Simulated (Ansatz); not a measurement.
## LaIrS3 (built on the sites of a database entry of LaCoO3): a soft mode frozen in

Wanted: the energy along a soft mode of LaIrS3 (built on the sites of a database entry of LaCoO3) and the structure at the end.

Method: DFT PBEsol, scalar-relativistic, plane waves, PseudoDojo norm-conserving pseudopotentials, in Ansatz 0.2.0.

The structure was built from a prototype and need not be the compound's stable phase.

### 1. The starting structure

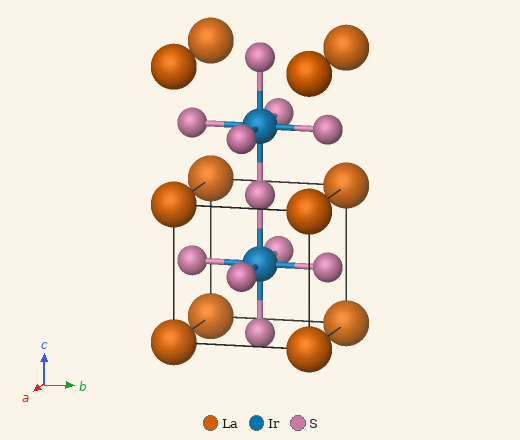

The starting structure, seen slightly off an axis (lanthanum orange, iridium blue, sulfur pink). 1×1×2 cells are drawn. Some periodic images of atoms are drawn too.

### 2. Modes at Γ

The cell comes from relaxations at this level that are not shown. The zone centre is the only wavevector solved here; it holds the modes that light can see, as far as symmetry allows. No field response is asked, since the mesh shows no gap.

The input, input.yaml:

```yaml
crystal:
  lattice:
    - [4.6342572702, 0.0, 0.0]
    - [0.0, 4.6342572702, 0.0]
    - [0.0, 0.0, 4.6342572702]
  atoms:
    - { symbol: La, position: [0.0, 0.0, 0.0] }
    - { symbol: Ir, position: [0.5, 0.5, 0.5] }
    - { symbol: S, position: [0.5, 0.5, 0.0] }
    - { symbol: S, position: [0.0, 0.5, 0.5] }
    - { symbol: S, position: [0.5, 0.0, 0.5] }
kpoints:
  mp_grid: { grid: [8, 8, 8] }
hamiltonian:
  xc: pbesol
  pseudopotentials: { kind: nc, accuracy: standard }
scf:
  occupations: { method: methfessel_paxton, width: 0.2 }
output:
  eigenvalues: true
phonons:
  method: dfpt
```

Launch:

```sh
$ ansatz run input.yaml --threads 8 --pin off --max-ram 14336MiB --backend cpu --events-out ev --progress --plain --runs-dir out
```

Numbers of over 12 decimals in the logs are rounded to 6 here.

The program printed:

```text
zone centre: on kpoints.mp_grid the ground state, and the responses unless they are solved on pairs of k-points, stand on 125 of the mesh's 512 k-points, reduced under 8 symmetry operations, with k and −k counted as one. Each operation leaves every solved displacement unchanged or reverses it
Engine: ansatz 0.2.0, aarch64-unknown-linux-gnu
Pseudopotentials: kind: nc
Pseudopotential: La, nc, valence charge 11, recommended cutoff 1496.626244 eV (normal), La.nc.azcp (PseudoDojo's, or run here from an input of PseudoDojo's; its table is named by hamiltonian.pseudopotentials.accuracy)
Pseudopotential: Ir, nc, valence charge 17, recommended cutoff 925.187132 eV (normal), Ir.nc.azcp (PseudoDojo's, or run here from an input of PseudoDojo's; its table is named by hamiltonian.pseudopotentials.accuracy)
Pseudopotential: S, nc, valence charge 6, recommended cutoff 707.496042 eV (normal), S.nc.azcp (PseudoDojo's, or run here from an input of PseudoDojo's; its table is named by hamiltonian.pseudopotentials.accuracy)
Functional definition: PBEsol
  exchange = pbesol_x
  correlation = pbesol_c
Crystal: 5 atoms, lattice volume = 99.527 Å³
Basis set: ecut = 1496.626244 eV, 13133 PW (Γ), exchange–correlation on 120×120×120 points (8 copies of the dense FFT grid, shifted against one another)
Bands: 28, of which v1, the nominal top of the filled ones, is band 23 counted from 1 (22 counted from 0)
Symmetry: 48 space group operations
k-points: 125 of 512 (irreducible under 8 space group operations)
Non-local potential: La, projectors of the file, l = 0: 2, l = 1: 2, l = 2: 2, l = 3: 2
Non-local potential: Ir, projectors of the file, l = 0: 2, l = 1: 2, l = 2: 2, l = 3: 2
Non-local potential: S, projectors of the file, l = 0: 2, l = 1: 2, l = 2: 2
Initial density: superposition of atomic densities (chi_scale 0.1, normalization cell, long waves kept (reshape's long-wave potential 0.00 eV rms))
Initial wavefunctions: pseudopotential atomic-orbital guess
Functional: x = pbesol(κ = 0.804, μ = 0.123457), c = pbesol(β = 0.046)
SCF iter   1: F=—  HF=-4990.800849 eV  |F-HF|=—  |Δ(HF+E_count)|=         —  Δρ=4.25e-1  dr2=3.24e2  ethr=3.10e-3  ⟨swp⟩=17.9  Hψ=80389  notcnv=0
automatic band count: the SCF goes on with 33 bands, as 28 were too few: the levels above may hold too much charge
preconditioner: auto → Kerker (q_TF=auto, 2.399 Å⁻¹)  [metal: Δε(μ)=0.004 eV  Ē_g=7.644 eV  σ=0.200 eV  W_gap=0.02  n_scr=26 (ndim 8)  ℏωp=22.3 eV  f_vac=0.000  D(μ)=41.28/eV (n_scr^D=1044)]
SCF iter   2: F=—  HF=-5002.301926 eV  |F-HF|=—  |Δ(HF+E_count)|=    1.15e1  S|Δr|=    0.00e0  Δρ=1.98e-1  dr2=4.63e1  ethr=3.10e-3  ⟨swp⟩=10.8  Hψ=18387  notcnv=0  defer=90
SCF iter   3: F=—  HF=-4992.199449 eV  |F-HF|=—  |Δ(HF+E_count)|=    1.01e1  S|Δr|=    0.00e0  Δρ=1.20e-1  dr2=1.64e1  ethr=3.10e-3  ⟨swp⟩=4.9  Hψ=10458  notcnv=0  defer=264
SCF iter   4: F=—  HF=-4988.224542 eV  |F-HF|=—  |Δ(HF+E_count)|=    3.97e0  S|Δr|=    0.00e0  Δρ=7.74e-2  dr2=7.77e0  ethr=3.10e-3  ⟨swp⟩=4.3  Hψ=9637  notcnv=0  defer=325
SCF iter   5: F=—  HF=-4985.581988 eV  |F-HF|=—  |Δ(HF+E_count)|=    2.64e0  S|Δr|=    0.00e0  Δρ=3.60e-2  dr2=2.15e0  ethr=3.10e-3  ⟨swp⟩=5.8  Hψ=13061  notcnv=0  defer=513
SCF iter   6: F=—  HF=-4985.101802 eV  |F-HF|=—  |Δ(HF+E_count)|=   4.80e-1  S|Δr|=    0.00e0  Δρ=2.30e-2  dr2=8.79e-1  ethr=3.10e-3  ⟨swp⟩=5.5  Hψ=12190  notcnv=0  defer=337
SCF iter   7: F=—  HF=-4984.823008 eV  |F-HF|=—  |Δ(HF+E_count)|=   2.79e-1  S|Δr|=    0.00e0  Δρ=8.24e-3  dr2=1.04e-1  ethr=1.91e-3  ⟨swp⟩=4.9  Hψ=12341  notcnv=0  defer=238
SCF iter   8: F=—  HF=-4984.793488 eV  |F-HF|=—  |Δ(HF+E_count)|=   2.95e-2  S|Δr|=    0.00e0  Δρ=1.07e-3  dr2=9.31e-4  ethr=2.25e-4  ⟨swp⟩=2.7  Hψ=8226  notcnv=0  defer=232
SCF iter   9: F=—  HF=-4984.819379 eV  |F-HF|=—  |Δ(HF+E_count)|=   2.59e-2  S|Δr|=    0.00e0  Δρ=8.21e-3  dr2=1.15e-1  ethr=2.02e-6  ⟨swp⟩=3.6  Hψ=10765  notcnv=0  defer=223
SCF iter  10: F=—  HF=-4984.794832 eV  |F-HF|=—  |Δ(HF+E_count)|=   2.45e-2  S|Δr|=    0.00e0  Δρ=1.95e-3  dr2=5.94e-3  ethr=2.02e-6  ⟨swp⟩=3.8  Hψ=10584  notcnv=0  defer=218
SCF iter  11: F=—  HF=-4984.793297 eV  |F-HF|=—  |Δ(HF+E_count)|=   1.54e-3  S|Δr|=    0.00e0  Δρ=3.68e-4  dr2=2.03e-4  ethr=2.02e-6  ⟨swp⟩=2.1  Hψ=6660  notcnv=0  defer=211
SCF iter  12: F=—  HF=-4984.793241 eV  |F-HF|=—  |Δ(HF+E_count)|=   5.61e-5  S|Δr|=    0.00e0  Δρ=2.62e-5  dr2=8.76e-7  ethr=4.42e-7  ⟨swp⟩=2.1  Hψ=6276  notcnv=0  defer=209
SCF iter  13: F=—  HF=-4984.793141 eV  |F-HF|=—  |Δ(HF+E_count)|=   9.99e-5  S|Δr|=    0.00e0  Δρ=8.25e-6  dr2=1.01e-7  ethr=1.90e-9  ⟨swp⟩=2.4  Hψ=7204  notcnv=0  defer=207
SCF iter  14: F=—  HF=-4984.793141 eV  |F-HF|=—  |Δ(HF+E_count)|=  1.68e-10  S|Δr|=    0.00e0  Δρ=6.24e-6  dr2=6.85e-8  ethr=2.20e-10  ⟨swp⟩=2.1  Hψ=6306  notcnv=0  defer=207
SCF iter  15: F=—  HF=-4984.793141 eV  |F-HF|=—  |Δ(HF+E_count)|=   1.15e-8  S|Δr|=    0.00e0  Δρ=3.41e-6  dr2=1.76e-8  ethr=1.49e-10  ⟨swp⟩=1.3  Hψ=3944  notcnv=0  defer=207
SCF iter  16: F=—  HF=-4984.793141 eV  |F-HF|=—  |Δ(HF+E_count)|=   4.09e-9  S|Δr|=    0.00e0  Δρ=8.50e-7  dr2=9.57e-10  ethr=3.83e-11  ⟨swp⟩=2.4  Hψ=5308  notcnv=0  defer=207
SCF iter  17: F=-4984.793141 eV  HF=-4984.793141 eV  |F-HF|=9.09e-13  |Δ(HF+E_count)|=  2.07e-10  S|Δr|=    0.00e0  Δρ=9.05e-8  dr2=3.88e-12  ethr=1.00e-12  ⟨swp⟩=15.9  Hψ=33312  notcnv=0
SCF 1 converged in 17 iterations: F = -4984.793141 eV  dr2 = 3.88e-12
DFPT response loops at Γ: preconditioner auto → Kerker (q_TF=auto, 2.399 Å⁻¹) (partly filled bands, converged f_vac=0.000); β = 1.00, the filter's whole step (`scf.mixing.beta` (0.50) is not read by the response loops under this deck's `scf.mixing.preconditioner`; to damp them name `kerker` or `kerker_dos`, under which they read `scf.mixing.beta`, and type it under 1.00, their step now; both keys bind the ground state too); Broyden in place of MSR1
SCF converged after 17 iterations
Stability not checked: this state was not tested for a lower state beside it, because cold or Methfessel-Paxton smearing, or corrected tetrahedra, fill the levels in a way that the test cannot read (fill_not_monotonic; see scf.lower_state_search)
Free energy (F): -4984.793141 eV
Harris-Foulkes:  -4984.793141 eV  (|F-HF|=9.09e-13)
Internal energy: -4984.794163 eV  (E = F + TS)
E sigma→0 (E₀):  -4984.793397 eV
Entropy (-TS):   0.001022 eV (0.204 meV/atom)
Fermi energy:    11.680640 eV
--- Per-component energies (eV) ---
  E_band       = -259.671665
  E_kinetic    = 1437.610113
  E_local      = -3445.499259  (includes V_loc(G=0)·N_el)
  E_nonlocal   = 384.396877
  E_hartree    = 1104.050061
  E_xc         = -1070.937567
  E_vxc        = -844.279532  (∫ρ·V_xc dr)
  E_ewald      = -3394.414388
  E_smearing   = 0.001022  (= −TS)
  E_closure    = 0.000000  (closes the sum)
  Σ components = -4984.793141   (vs F -4984.793141, Δ=0.00e0)
--- Band table (eV; the first three rows and the last of 125) ---
  k-point 0: bands = [... 19 lower, 9.7429, 10.5191, 10.5191, 10.9689, 10.9689, 10.9689, 13.1442, 13.1442, ... 6 higher]
  k-point 1: bands = [... 19 lower, 10.0131, 10.0131, 10.5991, 11.0146, 11.0146, 11.5643, 13.3052, 13.3841, ... 6 higher]
  k-point 2: bands = [... 19 lower, 10.2465, 10.2465, 10.6776, 11.3076, 11.3076, 12.1091, 13.4678, 13.6402, ... 6 higher]
  k-point 124: bands = [... 19 lower, 11.4081, 11.8994, 11.8994, 11.8994, 13.6547, 13.6547, 13.6547, 13.7123, ... 6 higher]
--- Phonons (Γ-DFPT): 4 representative perturbations + reference, on 125 of 512 k-points (Σ response iterations 15) ---
  k mesh reduced under 8 symmetry operations, with k and −k counted as one. Each operation leaves every solved displacement unchanged or reverses it
  ASR residual: 4.026e-4 → 0.000e0 eV/Å²; symmetrization residual: 9.157e-6 eV/Å²
  ASR residual per site (eV/Å²): 1.14e-4 4.03e-4 3.08e-5 3.08e-5 3.08e-5
  Γ frequencies (cm⁻¹): -194.57 -194.57 -194.57 -188.58 -188.58 -188.58 -44.07 -44.07 -44.07 0.00 0.00 0.00 368.81 368.81 368.81
  non-analytic LO–TO correction: not included (Born effective charges unavailable; polar crystals: no LO–TO splitting at Γ)
```

Elapsed: 5 min, on 8 threads of Arm Neoverse N1, shared host; peak memory 8.2 GiB.

Reading the cycles: dr2 is the Hartree energy of the density residual (eV), the measure of convergence; HF is the Harris–Foulkes estimate of the energy, which meets the free energy F at convergence.

This step gave:

```
volume per atom                                         : 19.91 Å³
gap on the k-mesh                                       : 0 eV
sum-rule residual before enforcement                    : 4.03e-4 eV/Å²
point group                                             : m-3m
highest optical mode at the zone centre (no LO-TO term) : 368.8 cm⁻¹
lowest optical zone-centre mode                         : -194.6 cm⁻¹
```

Patterns of degenerate modes are one choice out of their space. The modes at Γ (shares of kinetic energy by element, %) (negative means imaginary):

| mode | frequency (cm⁻¹) | symmetry | La % | Ir % | S % |
| --- | --- | --- | --- | --- | --- |
| 1 | -194.6 | T2u | 0 | 0 | 100 |
| 2 | -194.6 | T2u | 0 | 0 | 100 |
| 3 | -194.6 | T2u | 0 | 0 | 100 |
| 4 | -188.6 | T1u | 1 | 18 | 81 |
| 5 | -188.6 | T1u | 1 | 18 | 81 |
| 6 | -188.6 | T1u | 1 | 18 | 81 |
| 7 | -44.1 | T1u | 66 | 27 | 6 |
| 8 | -44.1 | T1u | 66 | 27 | 6 |
| 9 | -44.1 | T1u | 66 | 27 | 6 |
| 10 | 0.0 | acoustic | 33 | 45 | 23 |
| 11 | 0.0 | acoustic | 33 | 45 | 23 |
| 12 | 0.0 | acoustic | 33 | 45 | 23 |
| 13 | 368.8 | T1u | 0 | 10 | 90 |
| 14 | 368.8 | T1u | 0 | 10 | 90 |
| 15 | 368.8 | T1u | 0 | 10 | 90 |

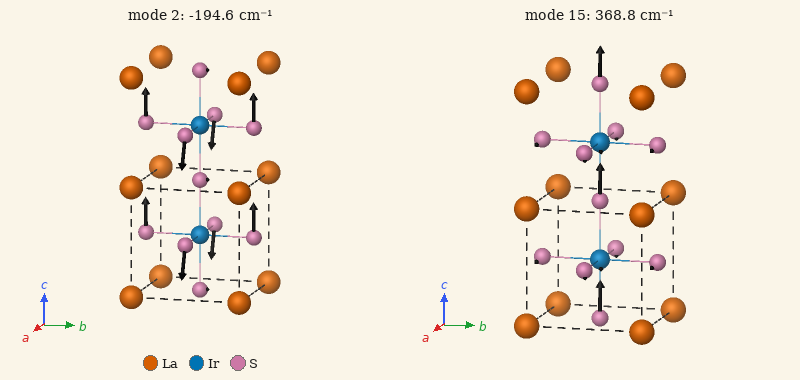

Displacement patterns of modes 2 and 15 at Γ; arrows are exaggerated. 1×1×2 cells are drawn. Some periodic images of atoms are drawn too.

Before it was imposed, the acoustic sum rule was missed by 4.0e-4 eV/Å². Small misses are needed for a sound result but don't prove that mesh and cutoff are converged. The lowest optical mode is imaginary, 194.6i cm⁻¹, so the energy falls along it.

### 3. The mode frozen in, largest atomic shift 0 Å

The mode followed lies at Γ with frequency 194.6i cm⁻¹ and is 3-fold degenerate, the softest among the wavevectors solved. At small amplitude the distorted cell has space group no. 155 by a symmetry search on the positions. The undistorted cell that holds it gives the zero of energy on the same k mesh.

input.yaml, as its differences from that of step 2:

```diff
@@ -19,4 +19,4 @@
 output:
+  forces: true
+  stress: true
   eigenvalues: true
-phonons:
-  method: dfpt
```

The program printed:

```text
[...]
Crystal: 5 atoms, lattice volume = 99.527 Å³
Basis set: ecut = 1496.626244 eV, 13133 PW (Γ), exchange–correlation on 120×120×120 points (8 copies of the dense FFT grid, shifted against one another)
Bands: 28, of which v1, the nominal top of the filled ones, is band 23 counted from 1 (22 counted from 0)
Symmetry: 48 space group operations
[...]
k-points: 35 of 512
[...]
k-point 0: bands = [... 19 lower, 9.7429, 10.5192, 10.5192, 10.9689, 10.9689, 10.9689, 13.1442, 13.1442, ... 6 higher]
  k-point 1: bands = [... 19 lower, 10.0131, 10.0131, 10.5992, 11.0146, 11.0146, 11.5643, 13.3052, 13.3840, ... 6 higher]
  k-point 2: bands = [... 19 lower, 10.2465, 10.2465, 10.6777, 11.3077, 11.3077, 12.1091, 13.4677, 13.6400, ... 6 higher]
  k-point 34: bands = [... 19 lower, 11.4081, 11.8994, 11.8994, 11.8994, 13.6544, 13.6544, 13.6544, 13.7121, ... 6 higher]
[key lines of the parts left out:]
SCF converged after 14 iterations
Free energy (F): -4984.793141 eV
Fermi energy:    11.680678 eV
P = ⅓ Tr σ = -0.0047 GPa (-0.047 kbar)
```

It took 25 s on 8 threads; peak memory 1.6 GiB; 3.3 min of CPU time.

Numbers from this step:

```yaml
pressure: -0.004674 GPa
energy_from_the_undistorted_cell: 0 meV/atom
```

The run ends at a pressure of 0.00 GPa.

### 4. The mode frozen in, largest atomic shift 0.45 Å

The atoms are moved along the unstable eigenvector, the largest shift by 0.45 Å, with the cell fixed.

input.yaml, the sections that differ from step 3:

```yaml
crystal:
  lattice:
    - [4.6342572702, 0.0, 0.0]
    - [0.0, 4.6342572702, 0.0]
    - [0.0, 0.0, 4.6342572702]
  atoms:
    - { symbol: La, position: [0.0, 0.0, 0.0] }
    - { symbol: Ir, position: [0.5, 0.5, 0.5] }
    - { symbol: S, position: [0.5686621465, 0.5686621465, 0.0] }
    - { symbol: S, position: [0.0, 0.4313378535, 0.5686621465] }
    - { symbol: S, position: [0.4313378535, 0.0, 0.4313378535] }
# kpoints, hamiltonian, scf, output: as in step 3
```

The program printed:

```text
[...]
Crystal: 5 atoms, lattice volume = 99.527 Å³
Basis set: ecut = 1496.626244 eV, 13133 PW (Γ), exchange–correlation on 120×120×120 points (8 copies of the dense FFT grid, shifted against one another)
Bands: 28, of which v1, the nominal top of the filled ones, is band 23 counted from 1 (22 counted from 0)
Symmetry: 6 space group operations
[...]
k-point 0: bands = [... 19 lower, 9.4359, 10.5919, 10.5919, 11.6707, 12.0081, 12.0081, 13.6212, 13.6212, ... 6 higher]
  k-point 1: bands = [... 19 lower, 9.7346, 10.1070, 10.9480, 11.3860, 11.8725, 12.5153, 13.5728, 13.7876, ... 6 higher]
  k-point 2: bands = [... 19 lower, 9.9721, 10.2061, 11.1456, 11.3716, 11.8475, 12.8376, 13.6682, 13.9511, ... 6 higher]
  k-point 64: bands = [... 19 lower, 10.9727, 11.5517, 11.5520, 11.5520, 13.8496, 13.8496, 13.9789, 13.9789, ... 6 higher]
[key lines of the parts left out:]
SCF converged after 11 iterations
Free energy (F): -4985.441108 eV
Fermi energy:    11.860366 eV
P = ⅓ Tr σ = -0.2246 GPa (-2.246 kbar)
```

Run time: 54 s. Hardware: 8 threads; peak memory 1.7 GiB.

This step gave:

* pressure: -0.2246 GPa
* energy from the undistorted cell: -130.0 meV/atom

The energy, extrapolated to zero smearing, is -129.97 meV/atom against the undistorted cell.

The run ends at a pressure of -0.22 GPa, with forces up to 0.18 eV/Å.

### 5. Energy along the mode, all amplitudes (two of the runs are shown above)

An imaginary frequency means negative curvature, so the energy should fall and then rise again as anharmonic terms take over.

This step gave:

| Property | Result |
| --- | --- |
| depth at the lowest point sampled | 130.0 meV/atom |
| largest atomic shift at that point | 0.45 Å |

Table of energy from the parent by largest atomic shift:

| largest atomic shift (Å) | energy from the parent (meV/atom) |
| --- | --- |
| 0.000 | 0 |
| 0.040 | -2.10 |
| 0.080 | -8.29 |
| 0.140 | -24.5 |
| 0.220 | -57.2 |
| 0.320 | -105 |
| 0.450 | -130 |
| 0.600 | -43.1 |

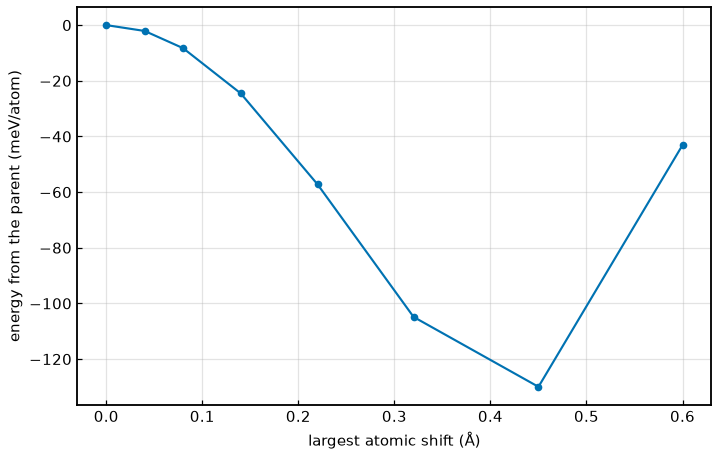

Energy from the parent, plotted against largest atomic shift.

Displacement at unit largest shift by atom:

| atom | x (Å) | y (Å) | z (Å) | size |
| --- | --- | --- | --- | --- |
| La1 | 0.000 | 0.000 | 0.000 | 0.000 |
| Ir2 | 0.000 | 0.000 | 0.000 | 0.000 |
| S3 | 0.707 | 0.707 | 0.000 | 1.000 |
| S4 | 0.000 | -0.707 | 0.707 | 1.000 |
| S5 | -0.707 | 0.000 | -0.707 | 1.000 |

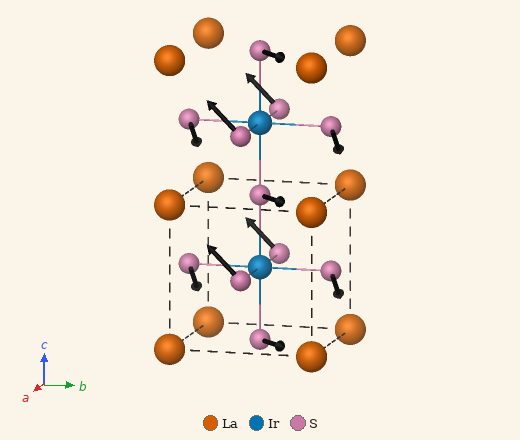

Displacement at unit largest shift as arrows, the longest 1.000 Å. 1×1×2 cells are drawn. Some periodic images of atoms are drawn too.

The lowest of the steps tried is at 0.45 Å, 130 meV/atom below the parent; the bottom of the well need not coincide with a step.

(Part 1 of 2 ends here.)

[Logs are printed without paths, hosts, clocks, repeated set-up lines and the standing remarks that a program may print on its own settings, such as how far it seeks lower states.]

[Hosts, paths, dates, database ids (printed as entryN), source tags and the programs' standing remarks are cut or masked in the printed files.]
